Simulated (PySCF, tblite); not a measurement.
**C₂H₁₀OSi₂: a rotation path, then NMR shifts on frames**

How do NMR shifts of C₂H₁₀OSi₂ (`COC[SiH2][SiH3]`) change as the atoms move?

The runs use tblite 0.8.0 and PySCF 2.14.0, with density-fitted response routines of our own; the level of theory stands in each step. All values are computed, except where a source is named. Atoms are numbered from 0 throughout.

## (1) The molecule as given

15 atoms, charge 0, multiplicity 1; geometry from: GFN2-xTB.

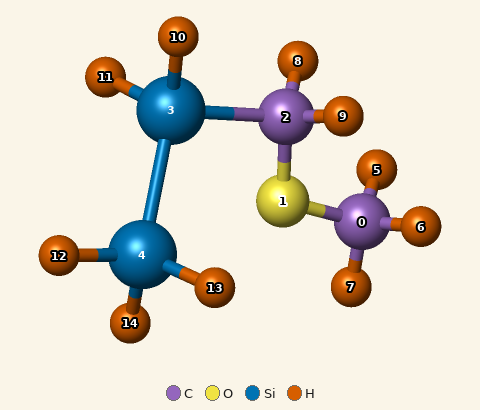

As it starts; carbon purple, oxygen yellow, silicon blue, hydrogen orange, atoms numbered; sticks join atoms by distance.

## (2) The rotation path with GFN2-xTB

Job settings and geometry (Å):

```
{"job": {"kind": "neb", "xc": "GFN2-xTB", "basis": "xTB", "atoms": [3, 2, 1, 0], "turn": 120}, "charge": 0, "multiplicity": 1}
C     -1.901154     1.439629    -0.154318
O     -0.931603     0.433750    -0.262097
C     -0.592014    -0.169737     0.972972
Si     0.748569    -1.441244     0.494155
Si     2.093210    -0.392642    -1.063286
H     -2.835899     1.045612     0.265184
H     -1.550325     2.260388     0.485192
H     -2.083556     1.814976    -1.159953
H     -1.481189    -0.621178     1.431731
H     -0.222929     0.590120     1.676100
H      1.387747    -1.862468     1.752523
H      0.044276    -2.634797     0.003918
H      3.242956    -1.239349    -1.408930
H      2.661273     0.864784    -0.560330
H      1.416226    -0.079855    -2.322119
```

Method: GFN2-xTB climbing-image nudged elastic band, gas phase.

The run is started by

```sh
> OMP_NUM_THREADS=1 python probes_run.py task.json out
```

One launch serves the whole session: the jobs run in the order shown.

The log of the run:

```text
image   E - E0 / eV
  0      -0.0000
  1       0.0077
  2       0.0323
  3       0.0764
  4       0.1128
  5       0.1182
  6       0.1161
  7       0.0995
  8       0.0892
```

It took 15 s on 1 thread, shared host.

The final band, with the dihedral Si3–C2–O1–C0:

| image | dihedral (°) | energy (eV) | energy (kcal/mol) |
| --- | --- | --- | --- |
| 0 | -179 | 0.000 | 0.0 |
| 1 | -169 | 0.008 | 0.2 |
| 2 | -157 | 0.032 | 0.7 |
| 3 | -141 | 0.076 | 1.8 |
| 4 | -123 | 0.113 | 2.6 |
| 5 | -106 | 0.118 | 2.7 |
| 6 | -86 | 0.116 | 2.7 |
| 7 | -83 | 0.100 | 2.3 |
| 8 | -71 | 0.089 | 2.1 |

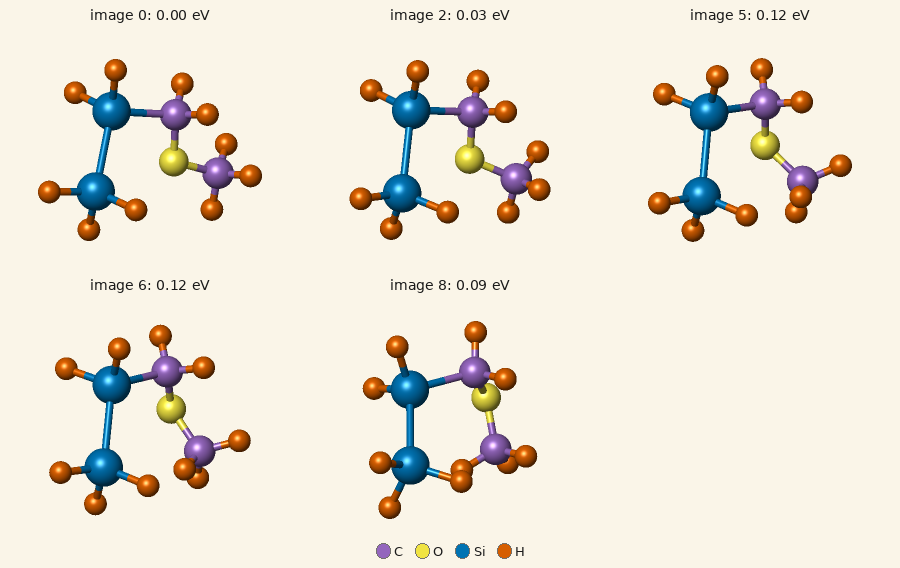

Images along the band.

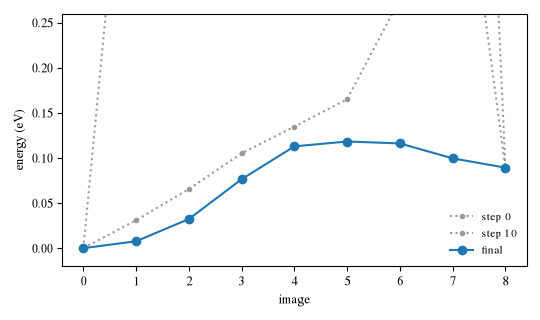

Energy along the band, early and final.

## (3) Shielding tensors: image 0, PBE0/pcSseg-1

Job settings and geometry (Å):

```
{"job": {"kind": "nmr", "xc": "PBE0", "basis": "pcSseg-1", "pop": false}, "charge": 0, "multiplicity": 1}
C     -1.901200     1.439600    -0.154300
O     -0.931600     0.433800    -0.262100
C     -0.592000    -0.169700     0.973000
Si     0.748600    -1.441200     0.494200
Si     2.093200    -0.392600    -1.063300
H     -2.835900     1.045600     0.265200
H     -1.550300     2.260400     0.485200
H     -2.083600     1.815000    -1.160000
H     -1.481200    -0.621200     1.431700
H     -0.222900     0.590100     1.676100
H      1.387700    -1.862500     1.752500
H      0.044300    -2.634800     0.003900
H      3.243000    -1.239300    -1.408900
H      2.661300     0.864800    -0.560300
H      1.416200    -0.079900    -2.322100
```

Level: GIAO PBE0/pcSseg-1 NMR shielding, non-relativistic, gas phase.

The log of the run:

```text
coarse grid: 12712 points
cycle   1  E = -735.8474529653  dE =  1.585e-01  |g| = 5.018e-01  |ddm| = 3.232e+00
cycle   2  E = -735.7898726466  dE =  5.758e-02  |g| = 7.547e-01  |ddm| = 1.219e+00
cycle   3  E = -735.8961792784  dE = -1.063e-01  |g| = 6.013e-02  |ddm| = 8.250e-01
cycle   4  E = -735.8967542265  dE = -5.749e-04  |g| = 2.000e-02  |ddm| = 4.701e-02
cycle   5  E = -735.8968446945  dE = -9.047e-05  |g| = 6.482e-03  |ddm| = 2.093e-02
cycle   6  E = -735.8968546356  dE = -9.941e-06  |g| = 1.006e-03  |ddm| = 6.766e-03
final grid: 111200 points
cycle   7  E = -735.9358290019  dE = -1.656e-05  |g| = 1.019e-02  |ddm| = 1.856e-02
cycle   8  E = -735.9358111846  dE =  1.782e-05  |g| = 1.432e-02  |ddm| = 1.454e-02
cycle   9  E = -735.9358483334  dE = -3.715e-05  |g| = 1.181e-03  |ddm| = 8.871e-03
cycle  10  E = -735.9358486416  dE = -3.081e-07  |g| = 1.538e-04  |ddm| = 1.309e-03
cycle  11  E = -735.9358486467  dE = -5.172e-09  |g| = 5.306e-05  |ddm| = 2.105e-04
cycle  12  E = -735.9358486474  dE = -6.735e-10  |g| = 1.431e-05  |ddm| = 5.710e-05
converged SCF energy = -735.9358486474

GIAO shielding tensors (ppm)
atom      isotropic    diamagn.    paramagn.     s11        s22        s33       span
  0 C      121.540     243.696    -122.155     89.672     90.907    184.041     94.369
  1 O      320.718     400.201     -79.483    301.095    321.987    339.071     37.977
  2 C      123.796     251.360    -127.564     86.827     99.106    185.457     98.630
  3 Si     422.693     880.528    -457.835    383.293    416.452    468.336     85.043
  4 Si     467.893     879.939    -412.046    456.261    468.675    478.743     22.482
  5 H       28.367      28.928      -0.561     24.606     25.883     34.611     10.005
  6 H       28.438      29.603      -1.164     24.504     26.341     34.471      9.967
  7 H       27.749      29.306      -1.557     23.554     25.219     34.473     10.920
  8 H       28.211      31.403      -3.193     24.884     27.071     32.676      7.792
  9 H       28.580      32.302      -3.722     25.202     27.401     33.137      7.935
 10 H       27.806      28.983      -1.178     24.562     25.474     33.382      8.820
 11 H       27.658      29.303      -1.645     24.137     25.763     33.073      8.936
 12 H       28.440      28.361       0.079     25.095     25.746     34.478      9.383
 13 H       28.347      29.400      -1.053     25.089     26.339     33.612      8.523
 14 H       28.169      29.571      -1.402     24.402     26.884     33.219      8.817
```

It took 56 s on 1 thread, shared host.

The references, computed at this level on geometries of the same kind, shield at (ppm): ¹H TMS 31.72, ¹³C TMS 186.9, ²⁹Si TMS 349.2, ¹⁷O H2O 336.1. Their shielding less the atom's gives the shift. The references are single molecules in the gas phase, so shifts against H2O, NH3, PH3, H3PO4 or CFCl3 are not on the usual liquid scales and can be off by tens of ppm. Each atom is listed at this fixed geometry, with no averaging over motion; a spectrum would average atoms that exchange fast.

```csv
atoms,environment,σ (ppm),δ (ppm)
C0,methyl carbon bonded to O,121.5,65.4
C2,sp3 CH2 bonded to O and Si,123.8,63.1
H11,"hydrogen on a silicon bonded to C, Si",27.66,4.06
H7,hydrogen on a methyl carbon bonded to O,27.75,3.97
H10,"hydrogen on a silicon bonded to C, Si",27.81,3.91
H14,hydrogen on a silicon bonded to Si,28.17,3.55
H8,hydrogen on an sp3 CH2 bonded to O and Si,28.21,3.51
H13,hydrogen on a silicon bonded to Si,28.35,3.37
H5,hydrogen on a methyl carbon bonded to O,28.37,3.35
H6,hydrogen on a methyl carbon bonded to O,28.44,3.28
H12,hydrogen on a silicon bonded to Si,28.44,3.28
H9,hydrogen on an sp3 CH2 bonded to O and Si,28.58,3.14
O1,ether oxygen,320.7,15.4
Si3,"silicon bonded to C, Si, 2 H",422.7,-73.5
Si4,"silicon bonded to Si, 3 H",467.9,-118.7
```

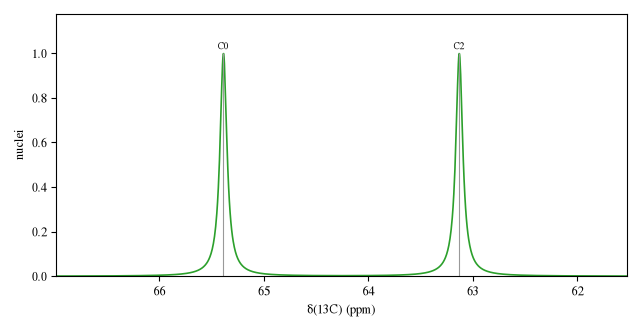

¹³C lines at the computed shifts, without couplings. Lines are broadened to a width of 0.08 ppm (Lorentzian).

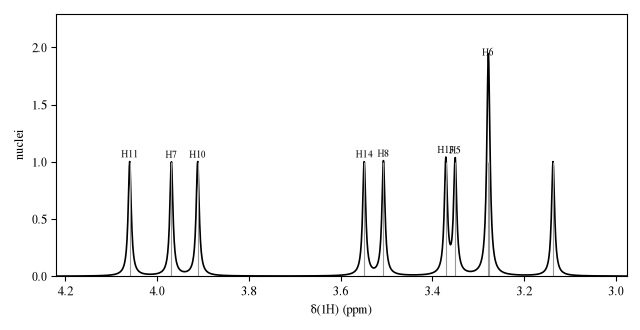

¹H lines at the computed shifts, without couplings. Lines are broadened to a width of 0.01 ppm (Lorentzian).

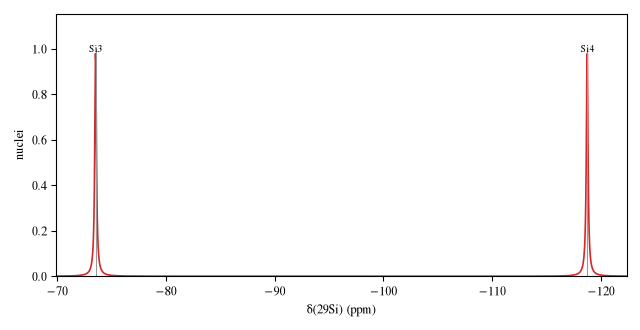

²⁹Si lines at the computed shifts, without couplings. Lines are broadened to a width of 0.18 ppm (Lorentzian).

The fields below are evaluated on a grid from the run's orbitals.

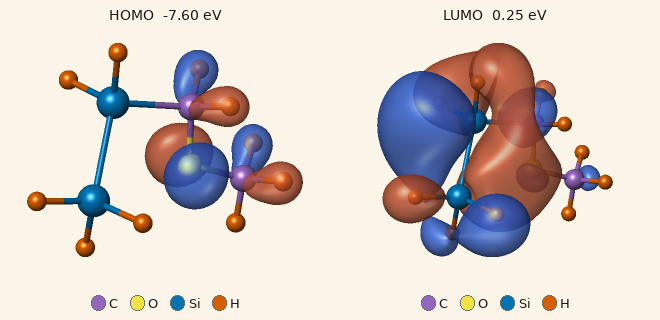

PBE0/pcSseg-1 orbitals near the gap, drawn at the value that encloses 70 % of each; the two colours are the two signs.

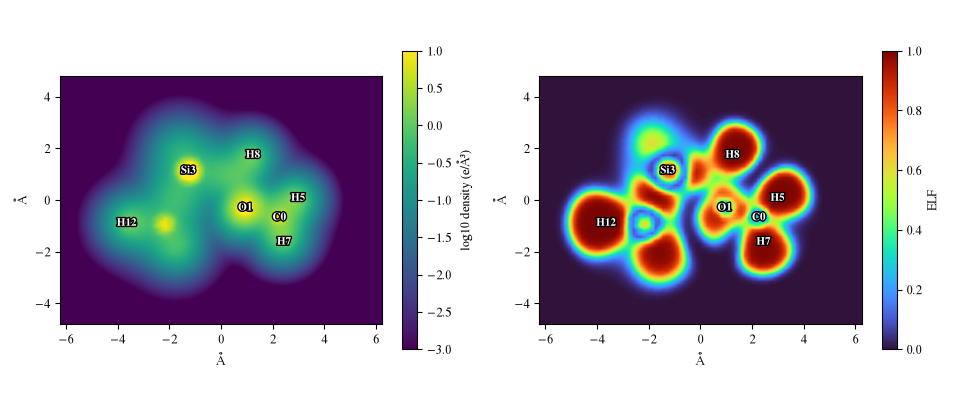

Density (left) and ELF (right) in a plane through or near 7 of the atoms.

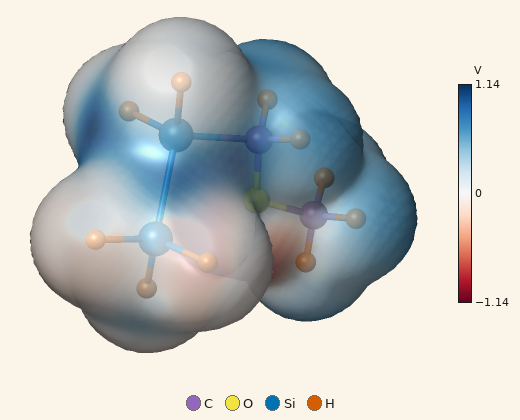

Electrostatic potential on the surface of density 0.002 e/bohr³; red is low, blue high. It runs, from the 1st to the 99th percentile, from -1.14 V near O1 to 0.83 V near H10.

## (4) Nuclear shieldings: image 2, PBE0/pcSseg-1

Job settings and geometry (Å):

```
{"job": {"kind": "nmr", "xc": "PBE0", "basis": "pcSseg-1", "pop": false}, "charge": 0, "multiplicity": 1}
C     -1.689000     1.475300    -0.201700
O     -1.027600     0.243000    -0.285800
C     -0.699200    -0.335600     0.969400
Si     0.745100    -1.509400     0.536500
Si     1.922900    -0.292100    -1.034700
H     -2.587500     1.410900     0.423200
H     -1.025900     2.245700     0.213800
H     -1.972000     1.752200    -1.216300
H     -1.582100    -0.816900     1.407300
H     -0.377200     0.444000     1.671000
H      1.421200    -1.835400     1.803500
H      0.178500    -2.779800     0.066700
H      3.208000    -0.929900    -1.351100
H      2.257700     1.052400    -0.544400
H      1.222600    -0.116300    -2.306700
```

Level: GIAO PBE0/pcSseg-1 NMR shielding, non-relativistic, gas phase.

The log of the run:

```text
coarse grid: 12712 points
cycle   1  E = -735.8459601714  dE =  1.607e-01  |g| = 5.012e-01  |ddm| = 3.232e+00
cycle   2  E = -735.7874675929  dE =  5.849e-02  |g| = 7.566e-01  |ddm| = 1.256e+00
cycle   3  E = -735.8944476073  dE = -1.070e-01  |g| = 6.068e-02  |ddm| = 8.598e-01
cycle   4  E = -735.8950360963  dE = -5.885e-04  |g| = 1.953e-02  |ddm| = 4.646e-02
cycle   5  E = -735.8951216862  dE = -8.559e-05  |g| = 6.532e-03  |ddm| = 2.061e-02
cycle   6  E = -735.8951318448  dE = -1.016e-05  |g| = 1.014e-03  |ddm| = 6.933e-03
cycle   7  E = -735.8951320965  dE = -2.517e-07  |g| = 2.935e-04  |ddm| = 1.175e-03
final grid: 111200 points
cycle   8  E = -735.9340459670  dE = -1.557e-05  |g| = 1.008e-02  |ddm| = 1.691e-02
cycle   9  E = -735.9340283051  dE =  1.766e-05  |g| = 1.427e-02  |ddm| = 1.377e-02
cycle  10  E = -735.9340643047  dE = -3.600e-05  |g| = 1.191e-03  |ddm| = 8.812e-03
cycle  11  E = -735.9340646191  dE = -3.144e-07  |g| = 1.361e-04  |ddm| = 1.317e-03
cycle  12  E = -735.9340646233  dE = -4.152e-09  |g| = 4.071e-05  |ddm| = 1.803e-04
cycle  13  E = -735.9340646236  dE = -3.724e-10  |g| = 1.489e-05  |ddm| = 5.047e-05
converged SCF energy = -735.9340646236

GIAO shielding tensors (ppm)
atom      isotropic    diamagn.    paramagn.     s11        s22        s33       span
  0 C      122.185     244.249    -122.064     87.924     94.718    183.915     95.991
  1 O      325.393     399.627     -74.235    300.310    335.192    340.676     40.366
  2 C      124.410     251.274    -126.864     86.355    100.249    186.626    100.270
  3 Si     419.283     880.521    -461.238    375.258    412.382    470.209     94.951
  4 Si     467.228     880.024    -412.797    454.014    468.277    479.392     25.377
  5 H       28.418      28.901      -0.483     24.726     25.690     34.838     10.111
  6 H       28.388      30.386      -1.998     24.069     26.838     34.257     10.187
  7 H       27.835      29.372      -1.537     23.768     25.118     34.619     10.851
  8 H       27.839      30.765      -2.926     24.234     26.455     32.828      8.594
  9 H       28.917      32.472      -3.555     25.195     28.323     33.234      8.038
 10 H       27.760      29.108      -1.348     24.549     25.403     33.328      8.779
 11 H       27.605      29.254      -1.649     24.201     25.573     33.041      8.840
 12 H       28.467      28.518      -0.052     25.104     25.720     34.575      9.471
 13 H       28.390      29.791      -1.401     25.052     26.732     33.386      8.334
 14 H       28.142      29.767      -1.626     24.419     26.887     33.118      8.699
```

Run time: 36 s. Hardware: 1 thread, shared host.

In short: δ C0 64.7, C2 62.5, O1 10.7, Si3 -70.1, H11 4.11, H10 3.96 ppm.

[end of part 1 of 2]
